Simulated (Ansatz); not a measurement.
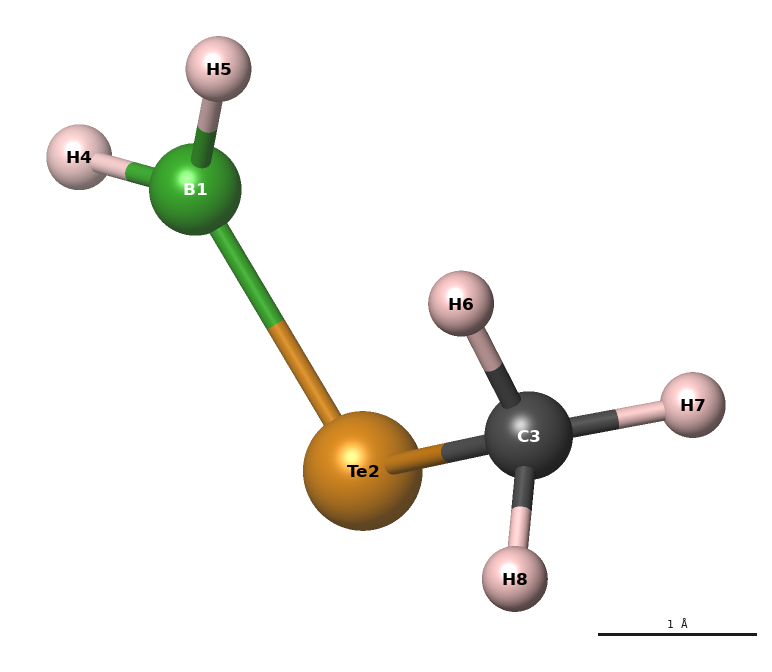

Simulated data, not a measurement (program: Ansatz).

Orthographic view with a scale bar. Geometry: moved along internal coordinates away from the minimum.

Write Cartesian coordinates in Å in the frame of the picture: x to the right, y up, z towards the viewer, origin at the mean of the atomic positions.

```xyz
8
CH5BTe
B   -1.19   0.87  -0.98
Te  -0.12  -0.92  -1.00
C    0.94  -0.70   0.77
H   -1.93   1.08  -1.89
H   -1.04   1.64  -0.08
H    0.51   0.14   1.31
H    1.98  -0.50   0.53
H    0.85  -1.61   1.35
```
